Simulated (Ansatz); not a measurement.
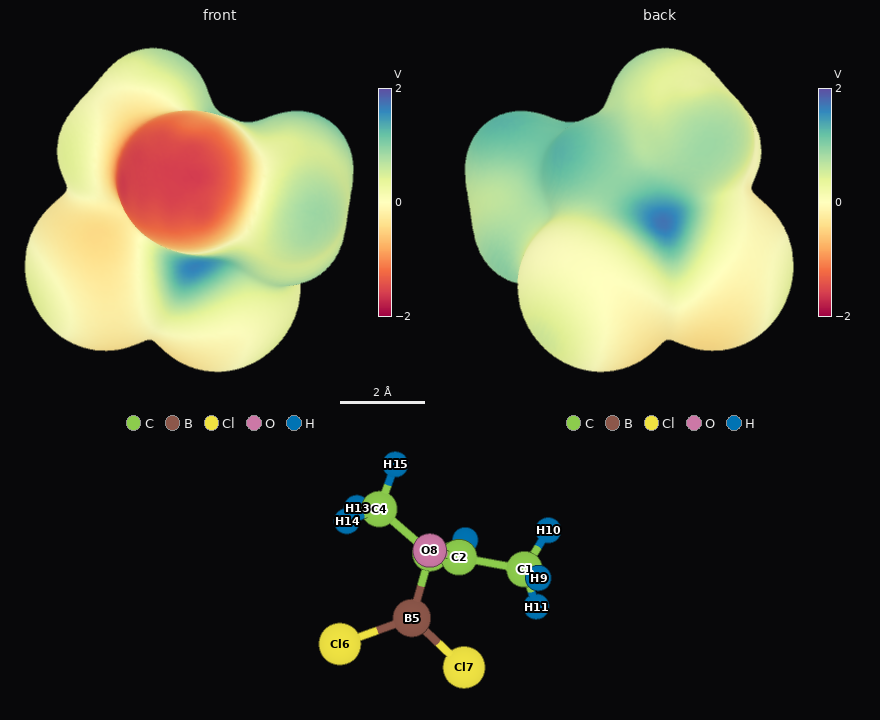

C4H7BCl2O (SMILES CC(=O)[C@H](C)B(Cl)Cl). The molecular electrostatic potential painted on the density surface at 0.002 e/bohr³, seen from the front and from behind; the colour scale runs from red (negative) to blue (positive). The bare structure is drawn below in the same view.

Geometry: B3LYP-D3(BJ)/def2-SVP.

Theory: Ansatz 0.2.0, isolated molecule in a Gaussian basis; Kohn-Sham density functional theory, functional PBE0.

```xyz
15

C    -0.1849    1.3343   -0.8263
C     1.2160    1.5363   -0.2946
C     1.5683    0.8199    1.0286
C     2.5634    1.6515    1.8477
B     2.0954   -0.6151    0.6404
Cl    3.8092   -0.9532    0.4905
Cl    0.9623   -1.9250    0.2959
O     2.0303    2.2300   -0.8571
H    -0.2657    1.7547   -1.8369
H    -0.8987    1.8466   -0.1590
H    -0.4557    0.2677   -0.8266
H     0.6235    0.6673    1.5776
H     2.8674    1.1235    2.7634
H     3.4611    1.8617    1.2523
H     2.1174    2.6158    2.1355
```

### Describe the electrostatic potential map.

The most negative region (about −1.6 V, or −37 kcal/mol for a unit charge) lies over O8, the most positive (about +1.6 V, or +37 kcal/mol for a unit charge) over B5. Cl6 shows a σ-hole: about +0.4 V, or +9 kcal/mol for a unit charge at the tip opposite its bond, against about −0.2 V on its flanks. O8 is the likeliest acceptor of a hydrogen bond.

### How polar is the molecule by this calculation?

Its dipole moment is 2.73 D.
